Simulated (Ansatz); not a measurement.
```
Mo Se
1.0
     0.00000    2.84052    2.84052
     2.84052    0.00000    2.84052
     2.84052    2.84052    0.00000
Mo Se
1 1
Direct
  0.00000 0.00000 0.00000
  0.25000 0.25000 0.25000
```

Space group F-43m; started from the zincblende prototype, which need not be the ambient phase.

All numbers below come from Ansatz, DFT PBE, spin-orbit coupling, plane waves, PAW.

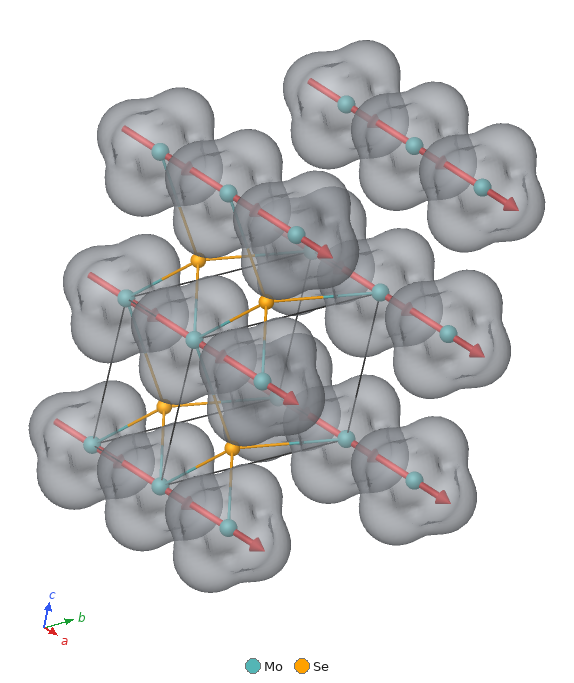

MoSe. Isosurface of the size of the magnetisation density at 0.04 e/Å³ (grey), with the spin moments of the magnetic sites as arrows; seen slightly off an axis.

The density is the valence pseudo-density of a PAW calculation; it isn't the true density close to the nuclei.

Question: How are the spin moments arranged, and how large are they?

Answer: Spin moments: Mo 0.8 μB. There is one magnetic site in the cell, along [1 1 −1] of the cell.
